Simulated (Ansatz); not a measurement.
# C₃H₈Si: how energies converge with the basis set

How large a basis does C₃H₈Si need? Two functionals are run in growing sets.

Computed with Ansatz 0.2.0, Gaussian basis. Level: one geometry, several basis sets.

Levels to be run: PBE0-D4/def2-SVP; ωB97M-V/def2-SVP; PBE0-D4/def2-QZVPP; ωB97M-V/def2-QZVPP; the functionals' def2-TZVPP values are taken from earlier runs.

## 1. Structure used throughout

The geometry comes from an earlier relaxation with PBE0-D4 in a triple-zeta def2 set; it is a stationary point, not always the lowest conformer.

SMILES `[SiH3]C1CC1`, 12 atoms, charge 0, spin multiplicity 1.

Atoms are counted from 1 here; the program's logs count them from 0.

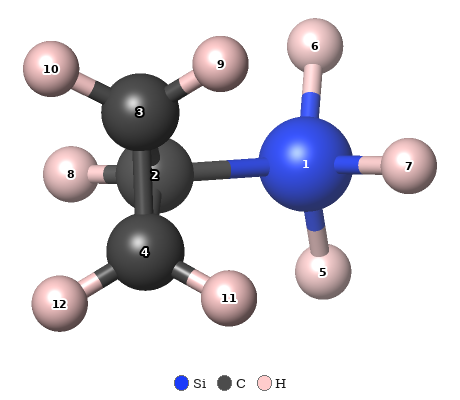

The structure; silicon blue, carbon dark grey, hydrogen pink; atoms are numbered from 1 in the order of the file.

## 2. PBE0-D4 in def2-SVP

The input, in.yaml:

```yaml
crystal:
  periodic: [false, false, false]
  atoms:
    - {symbol: Si, position_ang: [-0.980197, 1.224272, -0.539739]}
    - {symbol: C, position_ang: [-0.371591, -0.243277, 0.413234]}
    - {symbol: C, position_ang: [1.086644, -0.344688, 0.786206]}
    - {symbol: C, position_ang: [0.528977, -1.252314, -0.255107]}
    - {symbol: H, position_ang: [-2.203110, 0.898362, -1.323709]}
    - {symbol: H, position_ang: [-1.298209, 2.366972, 0.359964]}
    - {symbol: H, position_ang: [0.093247, 1.644812, -1.483440]}
    - {symbol: H, position_ang: [-1.061866, -0.656391, 1.142951]}
    - {symbol: H, position_ang: [1.753608, 0.448168, 0.467101]}
    - {symbol: H, position_ang: [1.327810, -0.764902, 1.754791]}
    - {symbol: H, position_ang: [0.814297, -1.080503, -1.286785]}
    - {symbol: H, position_ang: [0.387389, -2.295611, -0.001368]}
basis:
  gaussian: {orbitals: def2-SVP}
hamiltonian: {xc: pbe0, dispersion: d4}
output: {orbitals: {seedname: orbitals}}
```

Run with:

```sh
$ ansatz run in.yaml --threads 2 --pin off --events-out ev --progress --plain --max-ram 4352MiB
```

The runs that follow: ωB97M-V in def2-SVP; PBE0-D4 in def2-QZVPP; ωB97M-V in def2-QZVPP.

Q: Predict the results of all the runs planned. Wanted: PBE0-D4: double and triple zeta above quadruple; ωB97M-V: double and triple zeta above quadruple.

**Answer**, as computed:

```
                                       quantity          value
PBE0-D4: double and triple zeta above quadruple  6.67, 0.45 eV
ωB97M-V: double and triple zeta above quadruple  6.90, 0.42 eV
```

In words: PBE0-D4 gains 6.22 eV from double to triple zeta, then 0.45 eV more. Total energies overstate the basis error of differences, where much of it tends to cancel. The LUMO of ωB97M-V is positive and keeps falling with the basis (3.18 to 1.84 eV): an unbound level that the basis holds in place.
